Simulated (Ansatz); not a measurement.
```yaml
atoms:
  - { symbol: Al, position_ang: [-0.3196, -0.0226, 0.5646] }
  - { symbol: F, position_ang: [-1.0561, -0.9109, 1.7539] }
  - { symbol: F, position_ang: [0.5530, 1.3030, 1.0417] }
  - { symbol: P, position_ang: [-0.5940, -0.5389, -1.6592] }
  - { symbol: H, position_ang: [0.7877, -0.2912, -1.9305] }
  - { symbol: H, position_ang: [-0.4052, -1.9325, -1.4021] }
```

Geometry: PBE0-D3(BJ)/def2-SVP.

Computed with isolated molecule in a Gaussian basis; Kohn-Sham density functional theory, functional PBE0 (Ansatz).

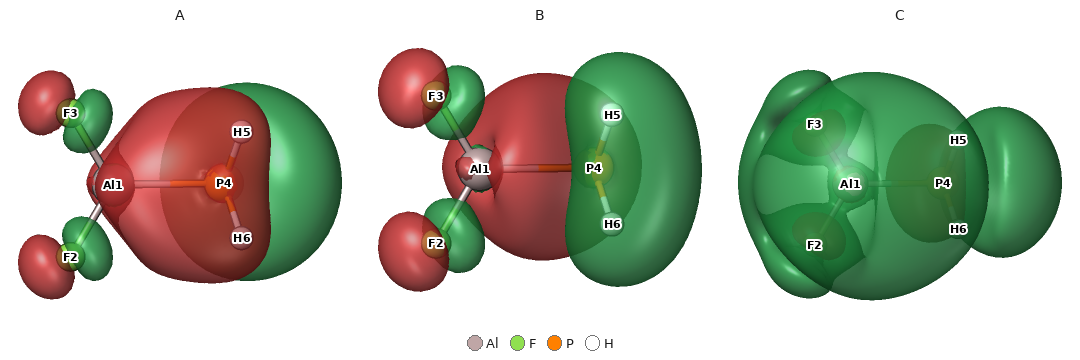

AlF₂H₂P. Three frontier orbitals at ±0.04 Å⁻³ᐟ² (green and red are the two phases), in no order.

### Which picture is the HOMO−1, the HOMO and the LUMO?

B is the HOMO−1 (−9.81 eV). Its weight (Hirshfeld) is mainly on P4 (about 60 %), Al1 (about 15 %), H6 (about 10 %) and H5 (about 10 %). A is the HOMO (−8.21 eV). It lies mainly on P4 (about 75 %) and Al1 (about 15 %); largely a lone pair of P4. C is the LUMO (−1.23 eV). By Hirshfeld shares it lies mainly on Al1 (about 60 %) and P4 (about 20 %).

### What is the HOMO–LUMO gap?

6.98 eV between the orbital energies.
